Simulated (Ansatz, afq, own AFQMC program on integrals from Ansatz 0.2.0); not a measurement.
# AlSO (doublet): quantum Monte Carlo beside coupled cluster at distance Al1–O2 = 1.913 Å, cc-pVDZ

How near does AFQMC come to the top of the ladder for AlSO (doublet)?

The runs use Ansatz 0.2.0, Gaussian basis, and an in-house AFQMC program (afq) on its integrals; all values are calculated; cc-pVDZ, frozen cores.

To be run: PBE (unrestricted); r2SCAN (unrestricted); PBE0 (unrestricted); B3LYP (unrestricted); wB97M-V (unrestricted); B2PLYP (unrestricted); CCSD(T) on UHF; CCSDT(Q) on UHF; Phaseless AFQMC, CISD trial on UHF.

2 further runs of the same task are left out: 2 that didn't finish. Runs told in other sessions of the task aren't counted.

## Step 1: The system

The geometry derives from a PBE0/def2-TZVP stationary point (not a proven minimum). One bond is set to the value named and the two fragments are kept rigid.

3 atoms, charge 0, spin multiplicity 2.

Atoms are counted from 1 here; the program's logs count them from 0.

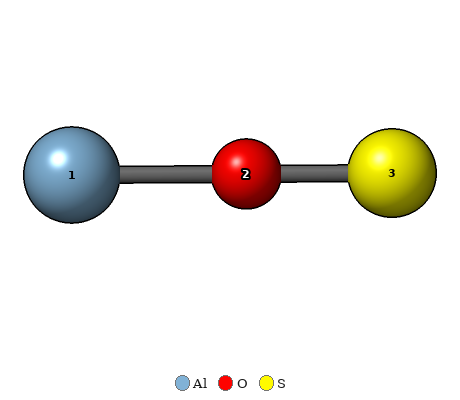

The structure; aluminium light blue, oxygen red, sulfur yellow; atoms are numbered from 1 in the order of the file.

## Step 2: PBE (unrestricted)

File in.yaml:

```yaml
crystal:
  periodic: [false, false, false]
  atoms:
    - {symbol: Al, position_ang: [0.000000, 0.000000, 1.807800]}
    - {symbol: O, position_ang: [0.000000, 0.000000, -0.105200]}
    - {symbol: S, position_ang: [0.000000, 0.000000, -1.702600]}
basis:
  gaussian: {orbitals: cc-pVDZ}
magnetization: {spin_polarized: true, initial_magnetization: 1}
hamiltonian: {xc: {name: PBE}}
output: {orbitals: {seedname: orbitals}}
```

Run with:

```
ansatz run in.yaml --threads 1 --pin off --events-out ev --progress --plain --max-ram 1382MiB
```

Log:

```text
Functional definition: PBE
  name "PBE"
  cite "Perdew, Burke & Ernzerhof, Phys. Rev. Lett. 77, 3865 (1996) doi:10.1103/PhysRevLett.77.3865"
  parent pbe
  parameter kappa = 0.804
  parameter beta = 0.06672455060314922
  exchange = pbe_x(kappa = kappa, mu = beta*pi^2/3)
  correlation = pbe_c(beta = beta)
503 factors; integrals over basis functions are off by at most 1.2e-3 eV
mean field evaluation 1: about -19462.9582 eV, gradient 3.7e1 eV
mean field evaluation 2: about -19359.8136 eV, gradient 1.2e2 eV
mean field evaluation 4: about -19467.6267 eV, gradient 7.2e0 eV
mean field evaluation 8: about -19468.0876 eV, gradient 1.3e-1 eV
mean field evaluation 16: about -19467.9829 eV, gradient 3.4e0 eV
mean field evaluation 32: about -19463.2750 eV, gradient 4.8e0 eV
mean field evaluation 64: about -19467.9112 eV, gradient 2.8e0 eV
mean field -19468.08770726 eV, -715.4390272979 hartree, gradient 7.2e-5 eV, S^2 0.753021; 5 other end points of the search recorded, 0 dependent functions left out
reference -19468.08773701 eV, -715.4390283915 hartree; 19, 18 occupied and 31, 32 virtual orbitals, 503 factors
Total energy: -19468.08773701 eV, -715.4390283915 hartree
```

It took 2.4 s on 1 thread of Intel Xeon 6975P-C (Granite Rapids), shared host.

From the report: ⟨S²⟩ of the determinant 0.753 (pure doublet: 0.75).

## Step 3: r2SCAN (unrestricted)

Edit in.yaml of step 2 so:

```diff
@@ -9,3 +9,2 @@
 magnetization: {spin_polarized: true, initial_magnetization: 1}
-hamiltonian: {xc: {name: PBE}}
-output: {orbitals: {seedname: orbitals}}
+hamiltonian: {xc: {name: r2SCAN}}
```

Same command.

Log:

```text
Functional definition: r2SCAN
  name "r2SCAN"
  cite "Furness, Kaplan, Ning, Perdew & Sun, J. Phys. Chem. Lett. 11, 8208 (2020) doi:10.1021/acs.jpclett.0c02405"
  cite "Furness, Kaplan, Ning, Perdew & Sun, J. Phys. Chem. Lett. 11, 9248 (2020) doi:10.1021/acs.jpclett.0c03077"
  parent r2scan
  parameter k0 = 0.174
  parameter k1 = 0.065
  parameter a1 = 4.9479
  exchange = r2scan_x(k0 = k0, k1 = k1, a1 = a1)
  correlation = r2scan_c
503 factors; integrals over basis functions are off by at most 1.2e-3 eV
mean field evaluation 1: about -19471.4596 eV, gradient 3.4e1 eV
mean field evaluation 2: about -19386.9998 eV, gradient 1.2e2 eV
mean field evaluation 4: about -19475.5401 eV, gradient 5.4e0 eV
mean field evaluation 8: about -19475.7996 eV, gradient 2.8e-1 eV
mean field evaluation 16: about -19475.8001 eV, gradient 1.9e-4 eV
mean field -19475.80011948 eV, -715.7224532193 hartree, gradient 4.3e-5 eV, S^2 0.756020; 1 other end points of the search recorded, 0 dependent functions left out
reference -19475.80013096 eV, -715.7224536412 hartree; 19, 18 occupied and 31, 32 virtual orbitals, 503 factors
Total energy: -19475.80013096 eV, -715.7224536412 hartree
```

Wall time 2.3 s (1 thread of Intel Xeon 6975P-C (Granite Rapids), shared host).

From the report: ⟨S²⟩ of the determinant 0.756 (pure doublet: 0.75).

## Step 4: PBE0 (unrestricted)

Edit in.yaml of step 3 so:

```diff
@@ -9,2 +9,3 @@
 magnetization: {spin_polarized: true, initial_magnetization: 1}
-hamiltonian: {xc: {name: r2SCAN}}
+hamiltonian: {xc: {name: PBE0}}
+output: {orbitals: {seedname: orbitals}}
```

Launched as before.

Log:

```text
Functional definition: PBE0
  name "PBE0"
  cite "Adamo & Barone, J. Chem. Phys. 110, 6158 (1999) doi:10.1063/1.478522"
  cite "Perdew, Burke & Ernzerhof, Phys. Rev. Lett. 77, 3865 (1996) doi:10.1103/PhysRevLett.77.3865"
  parent pbe
  parameter a = 0.25
  parameter kappa = 0.804
  parameter beta = 0.06672455060314922
  exchange = (1 - a)*pbe_x(kappa = kappa, mu = beta*pi^2/3) + a*exact_x
  correlation = pbe_c(beta = beta)
503 factors; integrals over basis functions are off by at most 1.2e-3 eV
mean field evaluation 1: about -19465.6680 eV, gradient 3.0e1 eV
mean field evaluation 2: about -19425.2082 eV, gradient 9.6e1 eV
mean field evaluation 4: about -19469.1907 eV, gradient 2.0e0 eV
mean field evaluation 8: about -19469.2948 eV, gradient 1.4e-1 eV
mean field evaluation 16: about -19469.2950 eV, gradient 8.3e-5 eV
mean field -19469.29500013 eV, -715.4833944927 hartree, gradient 8.5e-5 eV, S^2 0.753831; 0 other end points of the search recorded, 0 dependent functions left out
reference -19469.29502271 eV, -715.4833953226 hartree; 19, 18 occupied and 31, 32 virtual orbitals, 503 factors
Total energy: -19469.29502271 eV, -715.4833953226 hartree
```

Run time: 1.3 s. Hardware: 1 thread of Intel Xeon 6975P-C (Granite Rapids), shared host.

From the report: ⟨S²⟩ of the determinant 0.754 (pure doublet: 0.75).

## Step 5: B3LYP (unrestricted)

Edit in.yaml of step 4 so:

```diff
@@ -9,3 +9,2 @@
 magnetization: {spin_polarized: true, initial_magnetization: 1}
-hamiltonian: {xc: {name: PBE0}}
-output: {orbitals: {seedname: orbitals}}
+hamiltonian: {xc: {name: B3LYP}}
```

The command is unchanged.

Log (excerpt; [...] marks lines left out):

```text
Functional definition: B3LYP
  name "B3LYP"
  cite "Stephens, Devlin, Chabalowski & Frisch, J. Phys. Chem. 98, 11623 (1994) doi:10.1021/j100096a001"
  cite "Becke, Phys. Rev. A 38, 3098 (1988) doi:10.1103/PhysRevA.38.3098"
  cite "Lee, Yang & Parr, Phys. Rev. B 37, 785 (1988) doi:10.1103/PhysRevB.37.785"
  cite "Vosko, Wilk & Nusair, Can. J. Phys. 58, 1200 (1980) doi:10.1139/p80-159"
[...]
503 factors; integrals over basis functions are off by at most 1.2e-3 eV
[...]
mean field -19479.44262469 eV, -715.8563128168 hartree, gradient 8.4e-5 eV, S^2 0.753352; 1 other end points of the search recorded, 0 dependent functions left out
reference -19479.44282515 eV, -715.8563201836 hartree; 19, 18 occupied and 31, 32 virtual orbitals, 503 factors
Total energy: -19479.44282515 eV, -715.8563201836 hartree
```

Run time: 1.7 s. Hardware: 1 thread of Intel Xeon 6975P-C (Granite Rapids), shared host.

From the report: ⟨S²⟩ of the determinant 0.753 (pure doublet: 0.75).

## Step 6: wB97M-V (unrestricted)

Edit in.yaml of step 5 so:

```diff
@@ -9,2 +9,3 @@
 magnetization: {spin_polarized: true, initial_magnetization: 1}
-hamiltonian: {xc: {name: B3LYP}}
+hamiltonian: {xc: {name: wB97M-V}}
+output: {orbitals: {seedname: orbitals}}
```

Same command.

Log (excerpt; [...] marks lines left out):

```text
Functional definition: wB97M-V
  name "wB97M-V"
  cite "Mardirossian & Head-Gordon, J. Chem. Phys. 144, 214110 (2016) doi:10.1063/1.4952647"
  cite "Becke, J. Chem. Phys. 107, 8554 (1997) doi:10.1063/1.475007"
  cite "Vydrov & Van Voorhis, J. Chem. Phys. 133, 244103 (2010) doi:10.1063/1.3521275"
  # Of w^i u^j: cxij and so on, Table III.
[...]
  gx(w, u) = 1 - cx + cx01*u + cx10*w
  gss(w, u) = css00 + css04*u^4 + css10*w + css20*w^2 + css43*w^4*u^3
  gos(w, u) = cos00 + cos10*w + (cos20 + cos21*u)*w^2 + (cos60 + cos61*u)*w^6
[...]
      + integral(e_c_pw_mod_opposite_spin*gos(b97_w_opposite, b97_u_opposite)) + vv10(b, c)
503 factors; integrals over basis functions are off by at most 1.2e-3 eV
142 factors; integrals over basis functions are off by at most 2.2e-5 eV
[...]
mean field -19477.13883643 eV, -715.7716501600 hartree, gradient 5.6e-5 eV, S^2 0.751878; 0 other end points of the search recorded, 0 dependent functions left out
reference -19477.13887084 eV, -715.7716514246 hartree; 19, 18 occupied and 31, 32 virtual orbitals, 503 factors
Total energy: -19477.13887084 eV, -715.7716514246 hartree
```

Run time: 4.7 s. Hardware: 1 thread of Intel Xeon 6975P-C (Granite Rapids), shared host.

From the report: ⟨S²⟩ of the determinant 0.752 (pure doublet: 0.75).

## Step 7: B2PLYP (unrestricted)

Edit in.yaml of step 6 so:

```diff
@@ -9,3 +9,3 @@
 magnetization: {spin_polarized: true, initial_magnetization: 1}
-hamiltonian: {xc: {name: wB97M-V}}
-output: {orbitals: {seedname: orbitals}}
+hamiltonian: {xc: {name: B2PLYP}}
+correlation: {electrons: outside_noble_gas}
```

Launched as before.

Log (excerpt; [...] marks lines left out):

```text
Functional definition: B2PLYP
  name "B2PLYP"
  cite "Grimme, J. Chem. Phys. 124, 034108 (2006) doi:10.1063/1.2148954"
  cite "Becke, Phys. Rev. A 38, 3098 (1988) doi:10.1103/PhysRevA.38.3098"
  cite "Lee, Yang & Parr, Phys. Rev. B 37, 785 (1988) doi:10.1103/PhysRevB.37.785"
[...]
503 factors; integrals over basis functions are off by at most 1.2e-3 eV
[...]
mean field -19466.66872913 eV, -715.3868808135 hartree, gradient 5.8e-6 eV, S^2 0.755980; 0 other end points of the search recorded, 0 dependent functions left out
11 core orbitals not correlated: weight in the atoms' cores, before any rotation towards them, 1.000 or more for the frozen orbitals, at most 0.000 for the correlated occupied ones
reference -19466.66885748 eV, -715.3868855302 hartree; 8, 7 occupied and 31, 32 virtual orbitals, 503 factors
second order -11.60304272 eV of doubles, -0.00000000 eV of singles
Total energy: -19469.80167901 eV, -715.5020145980 hartree
```

Wall time 1.4 s (1 thread of Intel Xeon 6975P-C (Granite Rapids), shared host).

From the report: ⟨S²⟩ of the determinant 0.756 (pure doublet: 0.75).

## Step 8: CCSD(T) on UHF

Edit in.yaml of step 7 so:

```diff
@@ -9,3 +9,2 @@
 magnetization: {spin_polarized: true, initial_magnetization: 1}
-hamiltonian: {xc: {name: B2PLYP}}
-correlation: {electrons: outside_noble_gas}
+correlation: {method: ccsd_t, electrons: outside_noble_gas, hamiltonian_folder: ham}
```

Same command.

Log (excerpt; [...] marks lines left out):

```text
Functional definition: HF
  name "HF"
  cite "Fock, Z. Phys. 61, 126 (1930) doi:10.1007/BF01340294"
  parent pbe
[...]
503 factors; integrals over basis functions are off by at most 1.2e-3 eV
[...]
mean field -19437.08695691 eV, -714.2997707358 hartree, gradient 2.8e-6 eV, S^2 0.761526; 9 other end points of the search recorded, 0 dependent functions left out
determinant -19437.08695691 eV, -714.2997707358 hartree, with singles and doubles -19446.93125041 eV, -714.6615418491 hartree
determinant -19434.56378119 eV, -714.2070457382 hartree, with singles and doubles -19443.67556036 eV, -714.5418974466 hartree
determinant -19434.43015005 eV, -714.2021348843 hartree, with singles and doubles -19443.34763040 eV, -714.5298462430 hartree
11 core orbitals not correlated: weight in the atoms' cores, before any rotation towards them, 1.000 or more for the frozen orbitals, at most 0.000 for the correlated occupied ones
reference -19437.08695691 eV, -714.2997707358 hartree; 8, 7 occupied and 31, 32 virtual orbitals, 503 factors
second order -9.10738604 eV of doubles, -0.00000000 eV of singles
cycle   1  -9.84479503 eV  change   -5.0e-4 eV  update   2.5e-3
[...]
cycle   9  -9.84630715 eV  change    9.7e-6 eV  update   3.5e-6
perturbative correction -0.29620420 eV, -0.0108853036 hartree
Total energy: -19447.22946826 eV, -714.6725011531 hartree
```

It took 3 s on 1 thread of Intel Xeon 6975P-C (Granite Rapids), shared host.

From the report: ⟨S²⟩ of the determinant 0.762 (pure doublet: 0.75); correlation -10.1425 eV; T1 0.028; largest double amplitude 0.10.

This run also writes the integrals to the folder ham.

## Step 9: CCSDT(Q) on UHF

Edit in.yaml of step 8 so:

```diff
@@ -9,2 +9,2 @@
 magnetization: {spin_polarized: true, initial_magnetization: 1}
-correlation: {method: ccsd_t, electrons: outside_noble_gas, hamiltonian_folder: ham}
+correlation: {method: ccsdt_q, electrons: outside_noble_gas}
```

Launched as before.

Log (excerpt; [...] marks lines left out):

```text
Functional definition: HF
  name "HF"
  cite "Fock, Z. Phys. 61, 126 (1930) doi:10.1007/BF01340294"
  parent pbe
[...]
911 factors; integrals over basis functions are off by at most 1.8e-7 eV
[...]
mean field -19437.08708679 eV, -714.2997755085 hartree, gradient 2.8e-6 eV, S^2 0.761527; 9 other end points of the search recorded, 0 dependent functions left out
determinant -19437.08708679 eV, -714.2997755085 hartree, with singles and doubles -19446.93141908 eV, -714.6615480476 hartree
determinant -19434.56394212 eV, -714.2070516524 hartree, with singles and doubles -19443.67574370 eV, -714.5419041843 hartree
determinant -19434.43031110 eV, -714.2021408028 hartree, with singles and doubles -19443.34781318 eV, -714.5298529599 hartree
11 core orbitals not correlated: weight in the atoms' cores, before any rotation towards them, 1.000 or more for the frozen orbitals, at most 0.000 for the correlated occupied ones
reference -19437.08708679 eV, -714.2997755085 hartree; 8, 7 occupied and 31, 32 virtual orbitals, 911 factors
second order -9.10743871 eV of doubles, -0.00000000 eV of singles
cycle   1  -9.32371412 eV  change   -2.2e-1 eV  update   1.3e-1
[...]
cycle  22  -10.16749170 eV  change    3.8e-7 eV  update   1.2e-6
perturbative correction -0.03878013 eV, -0.0014251437 hartree
Total energy: -19447.29335862 eV, -714.6748490805 hartree
```

Wall time 29 s (1 thread of Intel Xeon 6975P-C (Granite Rapids), shared host); peak memory 0.58 GiB.

From the report: ⟨S²⟩ of the determinant 0.762 (pure doublet: 0.75); correlation -10.2063 eV; T1 0.030; largest double amplitude 0.11.

## Step 10: Phaseless AFQMC, CISD trial on UHF

It reads the integrals that the CCSD(T) run on this determinant wrote.

Run with:

```
afq ham --method phaseless --trial cisd --walkers 60 --populations 1 --least-time 40 --time-step 0.005 --steps-per-block 50 --equilibration-blocks 28 --max-blocks 300 --target-error 0.00046 --factor-cut 1e-05 --start spin_pure --seed 5330 --release-times 0.24,0.51,0.99,1.62,2.4 --release-step 0.03 --release-every 4 --taylor-order 6
```

Log:

```text
orbitals 39  electrons 8 7  factors 282 of 503
reference energy -714.29977074 Eh
CCSD correlation -0.36184507 Eh in 15 cycles, weight of the determinant in the CISD state 0.8300
energy of the start -714.660937 Eh
 block  time / (1/Eh)  mean weight  energy / Eh
     1     0.250  1.0030  -714.653667
     2     0.500  1.0007  -714.659289
     3     0.750  0.9993  -714.656293
     4     1.000  1.0016  -714.663750
     5     1.250  0.9999  -714.667026
     6     1.500  1.0015  -714.671855
     7     1.750  0.9974  -714.668403
     8     2.000  0.9989  -714.662805
     9     2.250  0.9996  -714.667785
    10     2.500  0.9996  -714.663940
    17     4.250  0.9973  -714.667309
    25     6.250  1.0034  -714.683816
    33     8.250  1.0025  -714.671790
    41    10.250  1.0008  -714.661130
    49    12.250  1.0012  -714.680379
    57    14.250  1.0003  -714.689489
    65    16.250  0.9998  -714.671107
    73    18.250  0.9983  -714.666282
    81    20.250  0.9960  -714.679458
    89    22.250  1.0002  -714.664383
    97    24.250  1.0004  -714.665730
   105    26.250  1.0013  -714.680935
   113    28.250  1.0002  -714.665101
   121    30.250  1.0021  -714.690148
   129    32.250  1.0018  -714.665205
   137    34.250  0.9983  -714.670843
   145    36.250  1.0008  -714.669956
   153    38.250  0.9997  -714.674766
   161    40.250  0.9995  -714.683184
   169    42.250  1.0035  -714.677418
   177    44.250  0.9983  -714.674326
   185    46.250  0.9967  -714.668975
   193    48.250  1.0011  -714.671131
   201    50.250  0.9976  -714.675303
   209    52.250  0.9959  -714.664285
   217    54.250  0.9991  -714.673715
   225    56.250  0.9995  -714.682962
   233    58.250  1.0004  -714.667478
   241    60.250  0.9987  -714.682794
   249    62.250  0.9982  -714.672874
   257    64.250  1.0004  -714.707508
   265    66.250  0.9991  -714.677239
   273    68.250  0.9946  -714.703453
   281    70.250  0.9989  -714.664891
   289    72.250  1.0031  -714.666253
   297    74.250  0.9996  -714.672213
   305    76.250  1.0001  -714.687517
   313    78.250  0.9974  -714.676037
   321    80.250  1.0026  -714.676782
blocks merged  error / Eh  count
     1  0.000549  300
     2  0.000648  150
     4  0.000758  75
     8  0.000798  37
    16  0.000909  18
    32  0.001117  9
released: time / (1/Eh)  energy / Eh  error  mean overlap
  0.24  -714.674503  0.000948  0.9978
  0.51  -714.673540  0.001010  1.0054
  0.99  -714.675602  0.001217  0.9926
  1.62  -714.674866  0.001656  0.9699
  2.40  -714.673460  0.002170  0.9988
energy -714.673809 +/- 0.000909 Eh
```

Run time: 14 min. Hardware: 1 thread of Intel Xeon 6975P-C (Granite Rapids), shared host.

Energy -19447.2650 ± 0.0247 eV. Caveats: constraint bias not in the error; error above the target. The error still grows with block length (0.0217 to 0.0304 eV), so the bar may be too small.

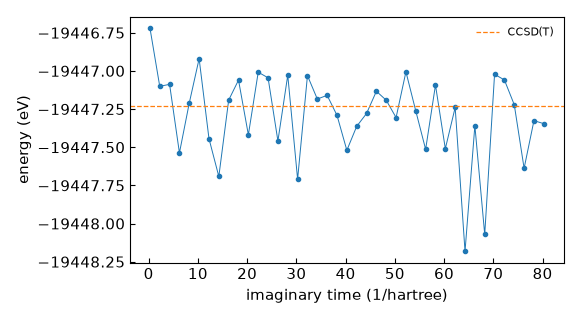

Block energies along the walk.

## Step 11: AFQMC on the ladder

On the UHF determinant, counted from CCSDT(Q) (a yardstick, not exact):

| level | energy (eV) | from CCSDT(Q) (kJ/mol) | statistical error (kJ/mol) | time |
| --- | --- | --- | --- | --- |
| HF | -19437.0870 | +984.8 |  |  |
| MP2 | -19446.1943 | +106.0 |  |  |
| CCSD | -19446.9333 | +34.7 |  |  |
| CCSD(T) | -19447.2295 | +6.2 |  |  |
| CCSDT(Q) | -19447.2934 | 0.0 |  |  |
| Phaseless AFQMC, CISD trial, step 0.005, 60 walkers | -19447.2650 | +2.7 | 2.4 | 14 min |

The functionals' totals stand on their own zeros and serve differences with other points: PBE -19468.088 eV; r2SCAN -19475.800 eV; PBE0 -19469.295 eV; B3LYP -19479.443 eV; wB97M-V -19477.139 eV; B2PLYP -19469.802 eV.

## Step 12: Outcome

| quantity | value |
| --- | --- |
| CCSD(T) on UHF from CCSDT(Q) | +6.2 kJ/mol |
| Phaseless AFQMC, CISD trial on UHF from CCSDT(Q) | +2.7 ± 2.4 kJ/mol |

What this shows: On UHF the phaseless walk with the CISD trial lies +2.7 kJ/mol from CCSDT(Q), within three error bars. Error bars are statistical and leave out the constraint, the time step and what remains of the start.
